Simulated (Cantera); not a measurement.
Input: 1 mol Si(CH₃)₄, 0.71 mol CH₄, a varied amount of H₂, held at 2375 K and 1800 Pa.

Cantera equilibrium calculation (NASA polynomials, part measured and part estimated; ideal gas, pure solids and liquids). Candidate condensed phases: C, C₆H₆, C₇H₈, C₈H₁₈, Si, SiC; 87 gas species. Gases not in the tables: Si₂H₆ and higher silanes. Kinetics and transport are ignored.

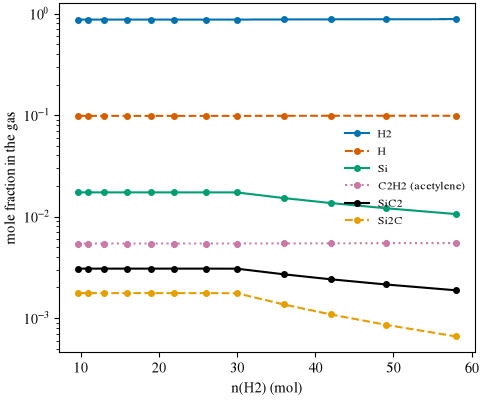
*Equilibrium gas composition (values under 1e-9 drawn at 1e-9)*

**Question.** Read off the mole fractions at 11 mol H₂.

**Answer.** H₂ about 0.87, H about 0.098, Si about 0.017, C₂H₂ (acetylene) about 0.0054, SiC₂ about 0.0031, Si₂C about 0.0018.
